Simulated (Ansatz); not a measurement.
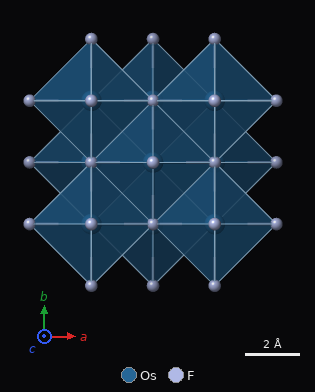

Starting structure of a crystal of OsF (built on the rock salt_225 type) (coarse preliminary run). A polyhedral model of the conventional cell (4 times the calculation's cell), seen along the c axis. Lengths and directions refer to the drawn axes.

Case: rock salt type (Fm-3m, No. 225).

Level of theory: DFT PBE, scalar-relativistic, plane waves, PAW in Ansatz.

The input:
```yaml
crystal:
  lattice:
    - [0.0, 2.2987636497, 2.2987636497]
    - [2.2987636497, 0.0, 2.2987636497]
    - [2.2987636497, 2.2987636497, 0.0]
  atoms:
    - { symbol: Os, position: [0.0, 0.0, 0.0], spin: 0.54 }
    - { symbol: F, position: [0.5, 0.5, 0.5] }
basis:
  ecutwfc: 420
kpoints:
  mp_grid: { grid: [6, 6, 6] }
hamiltonian:
  xc: pbe
scf:
  occupations: { method: gaussian, width: 0.1 }
  lower_state_search: "off"
output:
  forces: true
  stress: true
  eigenvalues: true
  populations: true
magnetization:
  spin_polarized: true
relax:
  adjacent_minimum: "off"
  f_tol: 0.04
  max_steps: 70
  cell: { stress_tol: 0.4 }
```

Run as
```bash
ansatz run input.yaml --threads 1 --pin off --max-ram 2560MiB --backend cpu --events-out ev --progress --plain --runs-dir out
```

What does the optimiser find from here?

After 6 accepted moves (8 points after the start) the energy has fallen by 124 meV per atom. All forces vanish by symmetry, so only the cell relaxes. The pressure goes from 17.50 to −0.01 GPa. At 2 points the geometry stayed and the basis and grid were re-selected for the new cell (energy shift of 20.7 meV per atom at most each time). No atom moves by more than 0.005 Å relative to the cell. The drawn cell changes as follows: a = b = c 4.598 → 4.930 Å (+7.2 %); the volume changes by +23.3 %. Near-neighbour distances that change, for instance: Os1–F2 2.299 → 2.465 Å. The space group stays Fm-3m (No. 225). The run may lie on a higher electronic state than the lowest, so the end point isn't shown to be the ground-state structure. Cost: 18 s on 1 thread of Intel(R) Xeon(R) Platinum 8375C CPU @ 2.90GHz (Ice Lake), on a shared host, peak memory 0.36 GiB.

History of the run:

```csv
step,"E − E(0), meV/atom","pressure, GPa","volume, Å³/atom",note
0,0.00,17.50,12.147,
1,-81.56,4.99,13.597,
2,-99.19,1.70,14.277,
3,-99.75,-0.49,14.654,
4,-100.06,0.08,14.567,
5,-120.79,2.44,14.567,"same geometry, new basis"
6,-122.99,0.54,14.890,
7,-122.84,-0.04,14.976,
8,-124.08,-0.01,14.976,"same geometry, new basis"
```

The structure at the end:

```
CELL_PARAMETERS angstrom
0.00000 2.46487 2.46487
2.46487 0.00000 2.46487
2.46487 2.46487 0.00000
ATOMIC_POSITIONS crystal
Os 0.00000 0.00000 0.00000
F 0.50000 0.50000 0.50000
```

After the run, drawn alike:

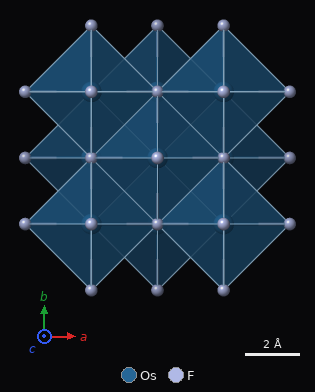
